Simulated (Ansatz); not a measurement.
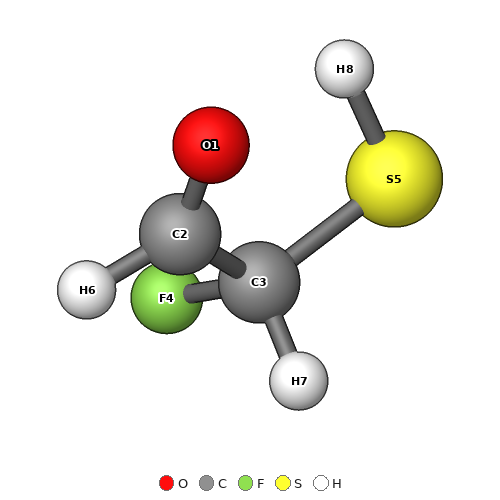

The system is C₂H₃FOS, SMILES O=CC(F)S; the picture shows the reference structure. The first coordinate is: bond length C2–C3; the second: dihedral O1–C2–C3–S5. Nothing is relaxed (all other coordinates rigid). The scan uses a 9 × 9 grid. Points are written as (first, second). Energies are in eV, from the lowest grid point. All numbers below come from RKS PBE0-D4/def2-TZVP (Ansatz 0.2.0).

Its coordinates:

```xyz
8

O    -0.6848    1.5917   -0.4003
C    -0.0951    0.9166    0.3875
C     0.4436   -0.4849    0.1229
F     0.0785   -1.2288    1.2338
S    -0.0890   -1.2022   -1.4154
H     0.0977    1.2508    1.4265
H     1.5390   -0.4508    0.1126
H    -1.1977   -0.4493   -1.5234
```

Range: bond length C2–C3 from 1.342 to 1.906 Å; dihedral O1–C2–C3–S5 from −180 to 140°.

Question: What will the energy surface look like?

Answer: The lowest grid point is at (1.553 Å, −20°). A higher local minimum lies near (1.553 Å, 100°) (0.08 eV above the lowest at that grid point). The highest grid point, (1.906 Å, −180°), lies 1.05 eV above the lowest. Round the minimum the two coordinates are weakly coupled (coupling −0.07 in units of the two stiffnesses).

```tsv
dihedral O1–C2–C3–S5 ↓, bond length C2–C3 →	1.342	1.412	1.483	1.553	1.624	1.694	1.765	1.835	1.906
140	0.68	0.28	0.11	0.10	0.19	0.35	0.56	0.79	1.04
100	0.64	0.25	0.09	0.08	0.18	0.35	0.56	0.80	1.05
60	0.74	0.33	0.14	0.12	0.21	0.37	0.57	0.80	1.04
20	0.66	0.24	0.06	0.03	0.12	0.28	0.49	0.72	0.96
−20	0.58	0.18	0.01	0.00	0.09	0.26	0.47	0.70	0.95
−60	0.60	0.21	0.04	0.03	0.13	0.30	0.51	0.74	0.99
−100	0.54	0.17	0.02	0.03	0.13	0.31	0.53	0.76	1.02
−140	0.68	0.28	0.11	0.10	0.19	0.35	0.56	0.79	1.04
−180	0.83	0.41	0.21	0.17	0.25	0.39	0.59	0.81	1.05
```

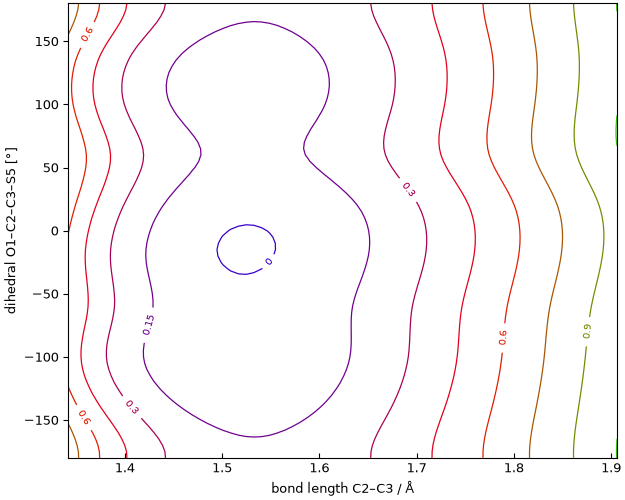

In the figure: contour lines labelled in eV. Between grid points the surface is interpolated.

Each point was launched as `ansatz run input.yaml --threads 1 --pin off --max-ram 2560MiB --backend cpu --events-out ev --progress --plain --runs-dir out`. The whole map (81 points run) took 13 min on 1 thread of Arm Neoverse V1, on a shared host.
